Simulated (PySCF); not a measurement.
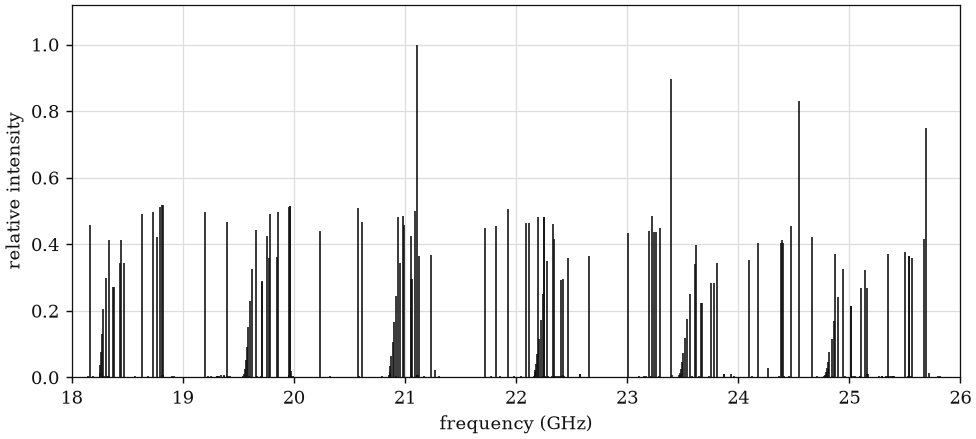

C₇H₁₀NOP, SMILES CCn1cpc(C(C)=O)c1. Simulated rotational absorption lines between 18 and 26 GHz at 5 K: rigid rotor with the equilibrium constants and dipole of one optimised conformer (PBE0-D3(BJ)/def2-SVP, PySCF 2.14.0), commonest isotopes; no centrifugal distortion, hyperfine structure, internal rotation or nuclear-spin weights; lines within 1 MHz of each other are summed.

**What are the rotational constants, and what kind of rotor is it?**

Rotational constants A, B, C = 2.147, 0.7267, 0.5726 GHz; Ray's κ = −0.80, an asymmetric top on the prolate side.

**Which dipole components drive the lines?**

|μa|, |μb|, |μc| = 4.35, 0.51, 0.31 D; a-type lines carry 99 % of the intensity in this range.

Known limits of this run: coarse grid, loose stop and no frequency check, small forces are noise and the end may be a saddle.
